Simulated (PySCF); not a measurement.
H5ClF2Si3, SMILES F[SiH](F)[SiH2][SiH2]Cl at its PBE0/def2-SVP optimised geometry (Å):

```
11

Si    -0.5765     1.1176     0.0000
F     -1.0445     2.6676     0.0000
F      1.0445     1.1176     0.0000
Si    -1.2582     0.0683     1.9803
Si     0.1926    -1.7534     2.2336
Cl     0.2275    -2.6676     0.3616
H     -1.0430     0.5056    -1.2686
H     -1.1594     1.0218     3.1282
H     -2.6669    -0.4142     1.8410
H     -0.2691    -2.7553     3.2365
H      1.5737    -1.3074     2.5721
```

Computed with PySCF with PBE0/def2-TZVP.

Map of the Laplacian of the electron density (e/bohr⁵), clipped to [-1.50, 1.50] on the plane z = 0.8 Å:

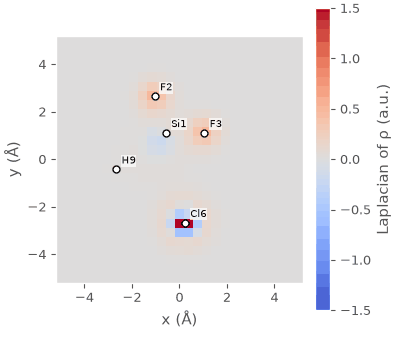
*Laplacian of the electron density (e/bohr⁵), clipped to [-1.50, 1.50] on the plane z = 0.8 Å.*
